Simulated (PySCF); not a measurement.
**C4H6FN, SMILES `F.c1cc[nH]c1`: what the electrons do**

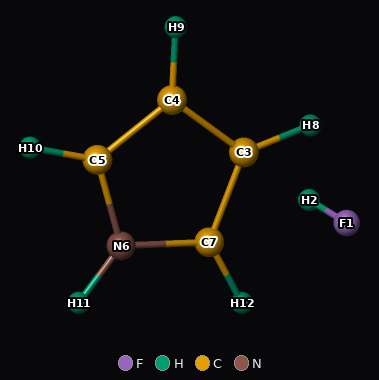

The molecule, with its atoms numbered as below.

Geometry (Å), atoms numbered from 1:

```
F1      -2.4514    0.0340    0.5881
H2      -1.6439   -0.0822    0.0867
C3      -0.1598   -0.3404   -0.9718
C4       0.6077   -1.2123   -0.1651
C5       1.3997   -0.4314    0.6288
N6       1.1467    0.8711    0.3347
C7       0.2127    0.9432   -0.6431
H8      -0.8378   -0.6294   -1.7533
H9       0.5719   -2.2831   -0.1767
H10      2.1142   -0.7061    1.3786
H11      1.6036    1.6594    0.7610
H12     -0.1343    1.8833   -1.0242
```

Part 1: Bonding charge

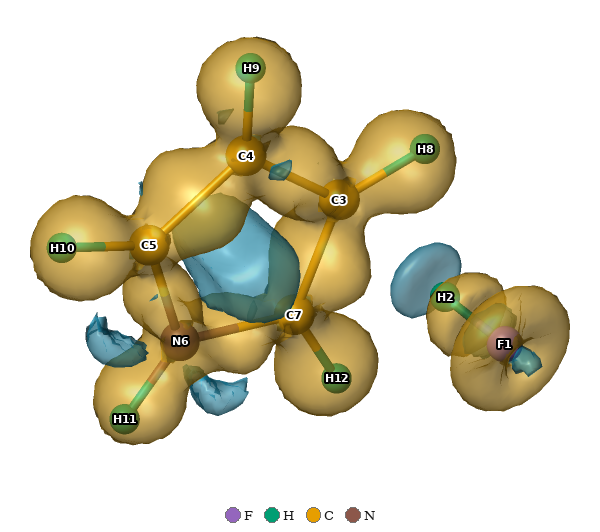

Deformation density (molecule less spherical, spin-averaged free atoms at the same positions), surfaces at ±0.1 e/Å³; yellow: gain, teal: loss.

Computed with PySCF, B3LYP/def2-SVPD, geometry: an unrelaxed start of a pair search.

Question: How much density has each bond gained at its critical point, relative to the free atoms?

Answer: The five largest and four smallest: N6–H11: +0.85 e/Å³ at the bond critical point (bond length 1.01 Å). C7–H12: +0.76 e/Å³ at the bond critical point (bond length 1.07 Å). C5–H10: +0.75 e/Å³ at the bond critical point (bond length 1.07 Å). C4–H9: +0.72 e/Å³ at the bond critical point (bond length 1.07 Å). C3–H8: +0.71 e/Å³ at the bond critical point (bond length 1.07 Å). F1–H2: +0.56 e/Å³ at the bond critical point (bond length 0.96 Å). N6–C7: +0.34 e/Å³ at the bond critical point (bond length 1.35 Å). C5–N6: +0.32 e/Å³ at the bond critical point (bond length 1.36 Å). H2–C3: −0.09 e/Å³ at the bond critical point (bond length 1.84 Å). In all, 2.5 electrons gather in the regions of gain relative to the promolecule. A small or negative value marks a very polar bond, one between electron-rich atoms, whose free-atom densities already overlap strongly, a long bond to a heavier atom, or a closed-shell contact such as a hydrogen bond.

Question: Where do the Hirshfeld charges lie?

Answer: The highest Hirshfeld charge is on H11 (+0.15 e), the lowest on F1 (−0.27 e).

```csv
atom,charge (e)
F1,−0.27
H2,+0.11
C3,−0.07
C4,−0.07
C5,−0.02
N6,−0.04
C7,0.00
H8,+0.06
H9,+0.05
H10,+0.05
H11,+0.15
H12,+0.06
```

Part 2: Bond critical points

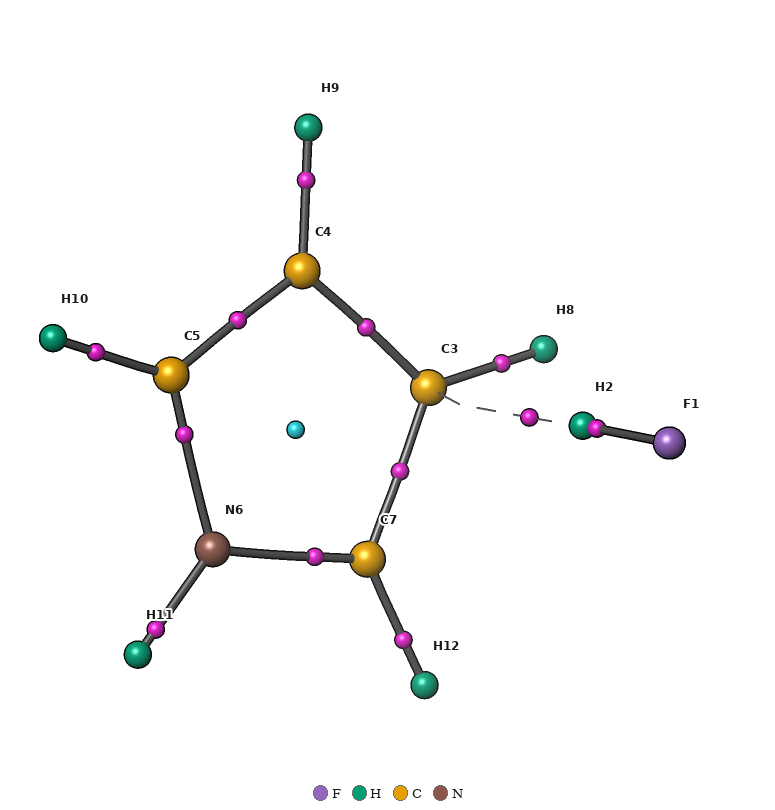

Molecular graph of the electron density (QTAIM): bond paths, bond critical points (magenta), ring points (cyan, if any); weak paths are dashed.

Question: How many critical points of each kind are there, and does the count close?

Answer: 12 nuclei, 12 bond, 1 ring and 0 cage critical points: 12 − 12 + 1 − 0 = 1, as the Poincaré–Hopf relation requires.

Question: Tabulate density, Laplacian, ellipticity and energy density at the bond critical points (atomic units).

Answer:
| bond | length (Å) | ρ (a.u.) | ∇²ρ (a.u.) | ε | H (a.u.) |
| --- | --- | --- | --- | --- | --- |
| N6–H11 | 1.006 | 0.344 | −1.64 | 0.03 | −0.455 |
| C4–C5 | 1.366 | 0.324 | −0.83 | 0.33 | −0.326 |
| C3–C7 | 1.376 | 0.317 | −0.80 | 0.33 | −0.314 |
| F1–H2 | 0.958 | 0.317 | −2.46 | 0.00 | −0.702 |
| N6–C7 | 1.354 | 0.316 | −0.64 | 0.18 | −0.521 |
| C5–N6 | 1.359 | 0.312 | −0.61 | 0.18 | −0.510 |
| C3–C4 | 1.414 | 0.295 | −0.71 | 0.21 | −0.271 |
| C7–H12 | 1.072 | 0.290 | −1.15 | 0.04 | −0.325 |
| C5–H10 | 1.072 | 0.290 | −1.14 | 0.05 | −0.324 |
| C4–H9 | 1.071 | 0.287 | −1.11 | 0.02 | −0.319 |
| C3–H8 | 1.074 | 0.285 | −1.09 | 0.03 | −0.314 |
| H2–C3 | 1.841 | 0.037 | +0.08 | 0.14 | −0.002 |

Question: What kind of interaction is C3–C4?

Answer: Shared-shell (covalent): ρ = 0.295, ∇²ρ = −0.71, H = −0.271 a.u. Its ellipticity of 0.21 shows that the density isn't cylindrical about the bond.

Question: Are there bond paths between atoms that aren't covalently bonded?

Answer: Yes: H2–C3 (1.84 Å, ρ = 0.037).

Part 3: Local ionisation energy

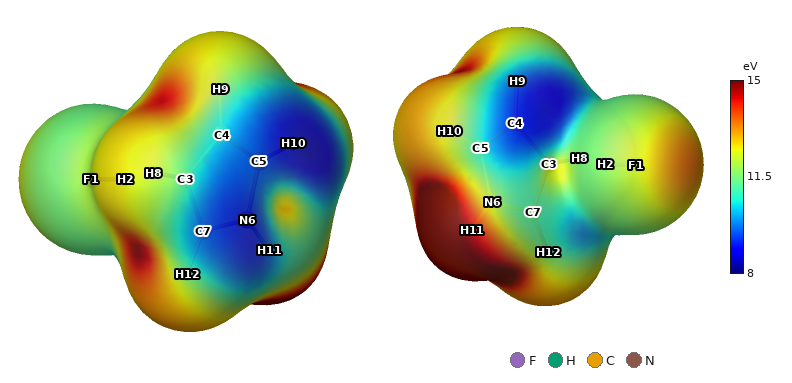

Average local ionisation energy on the surface of electron density 0.001 a.u. (back view left, front view right).

Question: Where are the most loosely bound electrons on this surface?

Answer: The lowest value is 8.6 eV, off the C4–C5 bond (2.2 Å from its atoms). Further minima include 10.0 eV, over C7, off the plane of its three bonds (2.1 Å). For comparison, the highest occupied orbital lies at −6.6 eV.
